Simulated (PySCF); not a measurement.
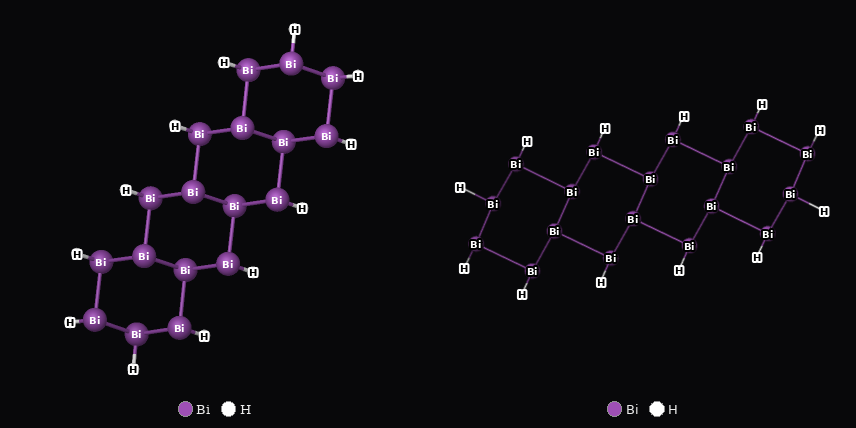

The same structure drawn twice, from different directions.

The computed structure is the end point of a GFN2-xTB optimisation. No frequency run is at hand to confirm it as a minimum.

> What is the molecular formula?

Bi₁₈H₁₂, 30 atoms: 18 bismuth and 12 hydrogen.

> How many bonds of each kind are drawn?

21 Bi–Bi, 12 Bi–H.

> How many sets of symmetry-equivalent atoms are there?

8: 2 Bi, 4 Bi, 4 Bi, 4 Bi, 4 Bi, 4 H, 4 H, 4 H.

> Which point group does it belong to?

C2h.

> Give a SMILES string for it.

[BiH]1[BiH][BiH][Bi]2[BiH][Bi]3[BiH][Bi]4[BiH][BiH][BiH][BiH][Bi]4[BiH][Bi]3[BiH][Bi]2[BiH]1

The parts below concern this one geometry. Atoms keep their numbers from picture to picture.

Geometry

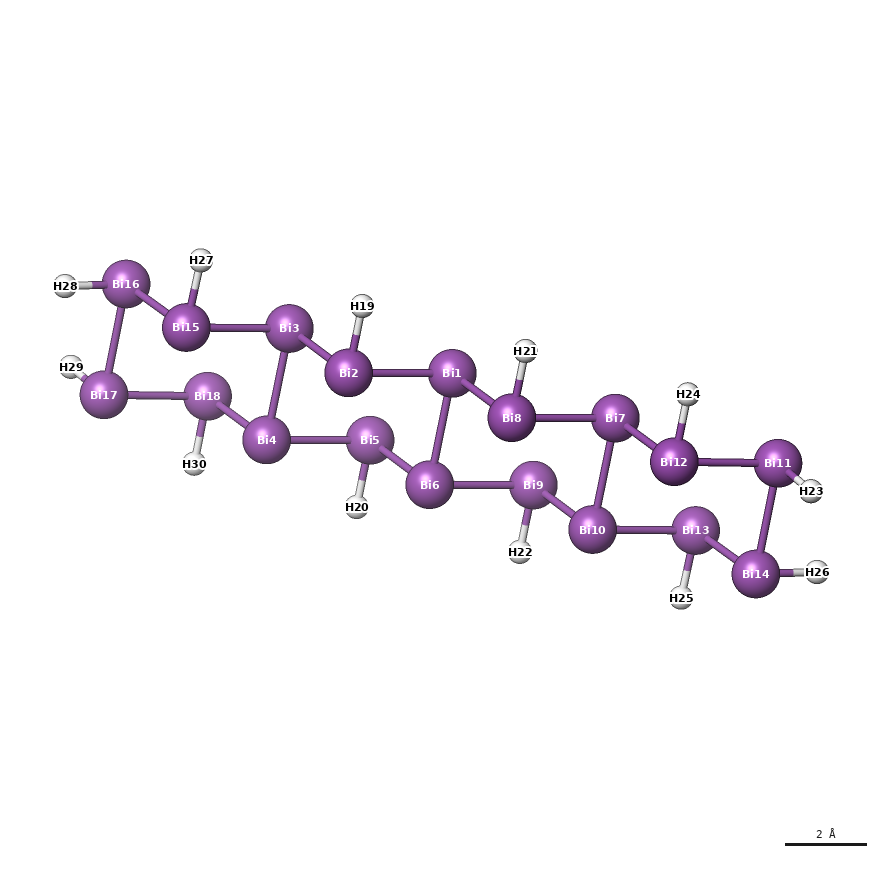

The atoms are numbered. No frequency run is at hand to confirm it as a minimum.

> Describe the coordination of atom 12.

Bi12 has 3 neighbours (Bi7 at 2.98, Bi11 at 2.98, H24 at 1.79 Å); the arrangement is trigonal pyramidal.

> How are the neighbours of atom 11 arranged?

Bi11 has 3 neighbours (Bi12 at 2.98, Bi14 at 2.98, H23 at 1.80 Å); the arrangement is trigonal pyramidal.

> Describe the coordination of atom 3.

Bi3 has 3 neighbours (Bi2 at 2.99, Bi4 at 2.98, Bi15 at 2.99 Å); the arrangement is trigonal pyramidal.

> What is the geometry at Bi2?

Bi2 has 3 neighbours (Bi1 at 2.99, Bi3 at 2.99, H19 at 1.79 Å); the arrangement is trigonal pyramidal.

> What is the dihedral angle Bi10–Bi13–Bi14–Bi11?

89° in size, that is about perpendicular.

Polarisability

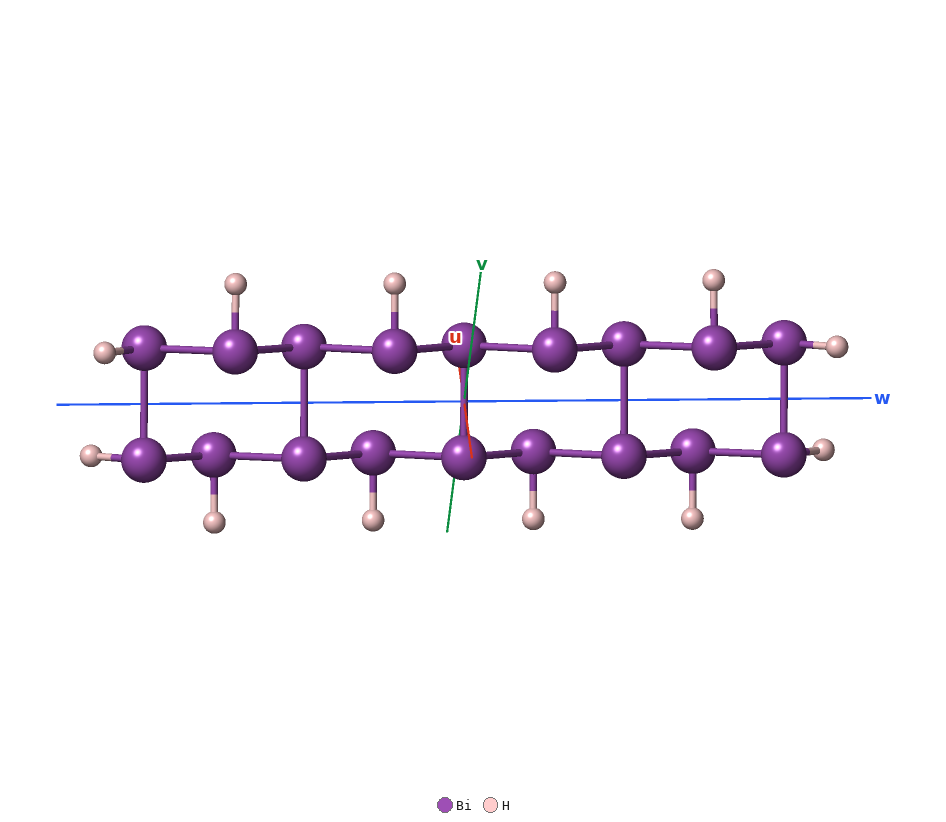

The lines u, v and w are the principal axes of the static dipole polarisability. No frequency run is at hand to confirm it as a minimum. Computed with PBE/def2-SVP, core potentials on Bi (PySCF 2.14.0).

> Along which axis is the molecule most polarisable, and along which least?

Most along w, least along u.

> Give the three principal values.

u 579.2, v 881.4, w 1976.9 bohr³; mean 1145.8, anisotropy 1273.8 bohr³.

Excitation

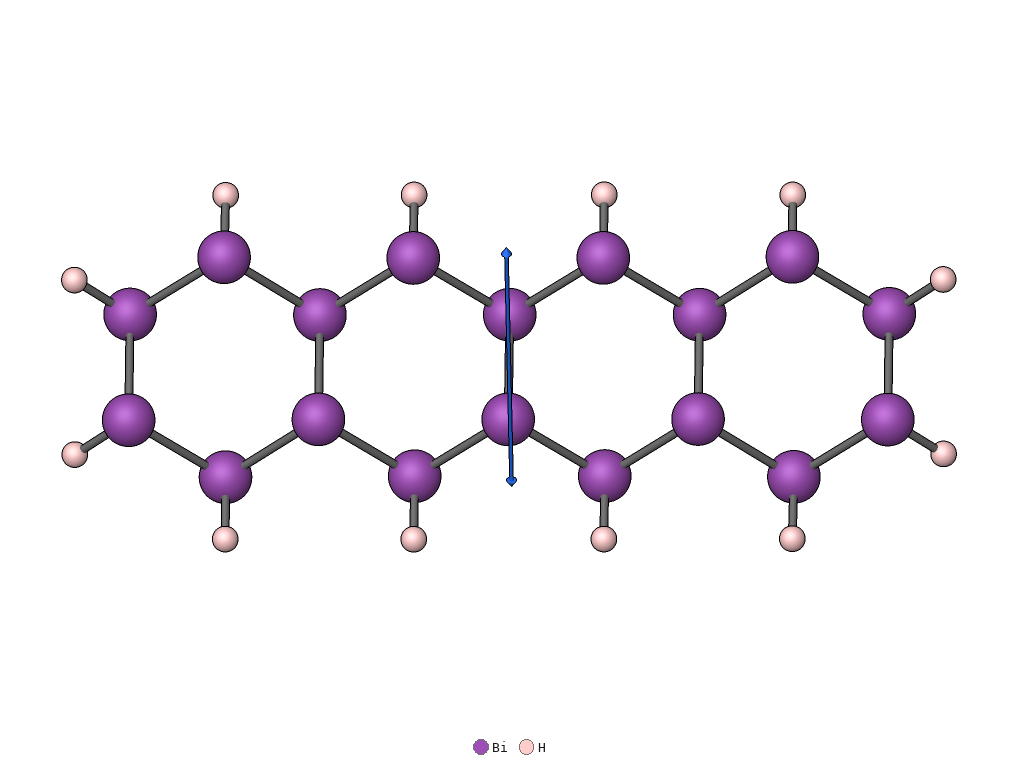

The double arrow shows the direction of the transition dipole to excited singlet state 4 (its length means nothing). No frequency run is at hand to confirm it as a minimum. Method: TDDFT PBE/def2-SVP, vertical, gas phase, core orbitals frozen in the response, core potentials on Bi (PySCF 2.14.0).

> Where does the transition lie, and how strong is it?

2.56 eV (484 nm), oscillator strength 0.027, mainly HOMO → LUMO+1 (weight 0.93); transition dipole 1.67 D.

Charges

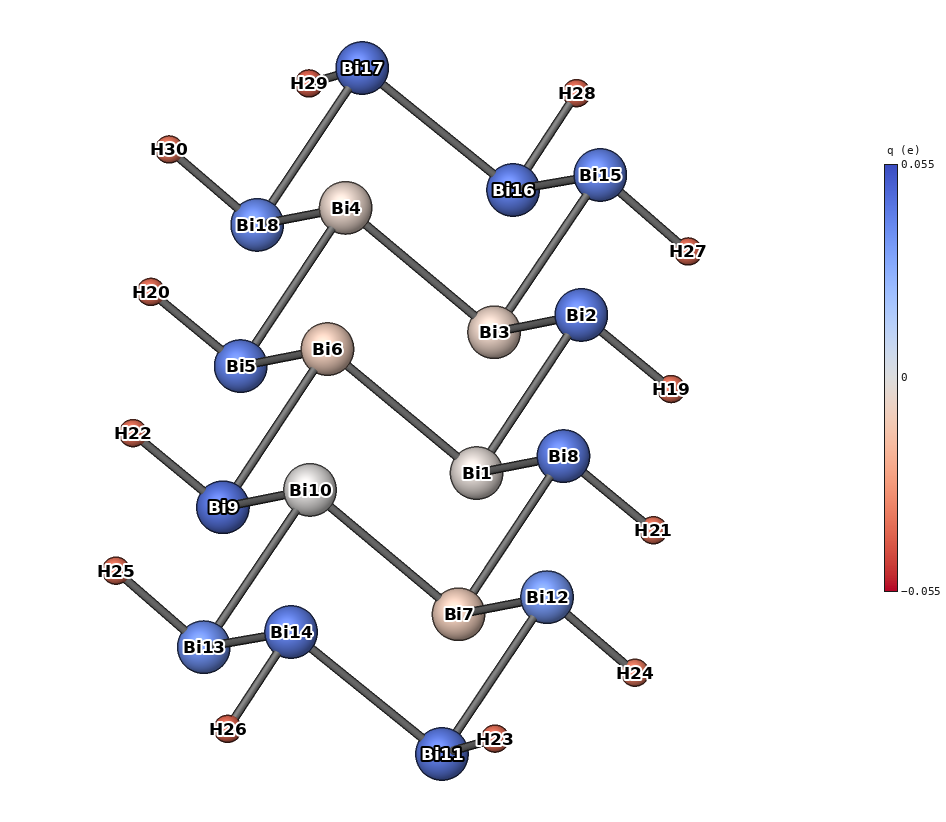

Atoms are coloured by their ESP-fitted charges. No frequency run is at hand to confirm it as a minimum. Level of theory: PBE/def2-SVP, gas phase, core potentials on Bi (PySCF 2.14.0).

> Which atom carries the highest charge (most positive or least negative)?

Bi2, Bi5, Bi8, Bi9, Bi11, Bi13, Bi14, Bi15, Bi16, Bi17, Bi18 (0.04 e).

> And the lowest?

H19, H20, H21, H22, H23, H24, H25, H26, H27, H28, H29, H30 (−0.04 e).

Give the ESP-fitted charges atom by atom.

```csv
atom,value (e)
Bi1,0.00
Bi2,0.04
Bi3,−0.01
Bi4,−0.01
Bi5,0.04
Bi6,−0.01
Bi7,−0.01
Bi8,0.04
Bi9,0.04
Bi10,0.00
Bi11,0.04
Bi12,0.03
Bi13,0.04
Bi14,0.04
Bi15,0.04
Bi16,0.04
Bi17,0.04
Bi18,0.04
H19,−0.04
H20,−0.04
H21,−0.04
H22,−0.04
H23,−0.04
H24,−0.04
H25,−0.04
H26,−0.04
H27,−0.04
H28,−0.04
H29,−0.04
H30,−0.04
```

The geometry is semi-empirical. Around Bi such bond lengths and angles can be off by a tenth of an ångström or more and by several degrees, and values that hang on the shape move with them.
